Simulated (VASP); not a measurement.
Band structure of NaH (relaxed from the wurtzite structure, space group P6_3/mmc). Computed with PBEsol GGA, VASP's PBE PAW potentials (set 64) (plane waves; VASP 6.6.1).

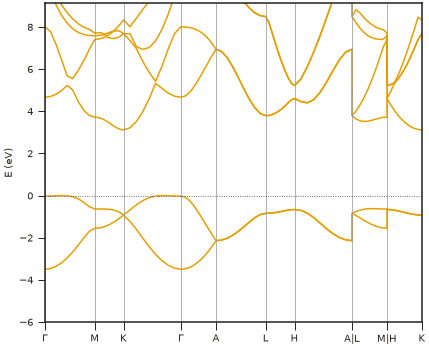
Figure. Bands along high-symmetry lines, zero at the valence-band maximum or, without a gap, the Fermi level

Task: Read the plot: is there a gap, and where are the band edges?

Result: The gap is indirect, 3.11 eV, from the valence maximum at K-Γ at 0.67 to the conduction minimum at K. (Edges off the drawn lines would not show.)

The structure was generated: NaH was put into the wurtzite type (P6_3mc), which need not be its known phase. It was relaxed first, which changed the volume by +35 %. The relaxed cell has space group P6_3/mmc.
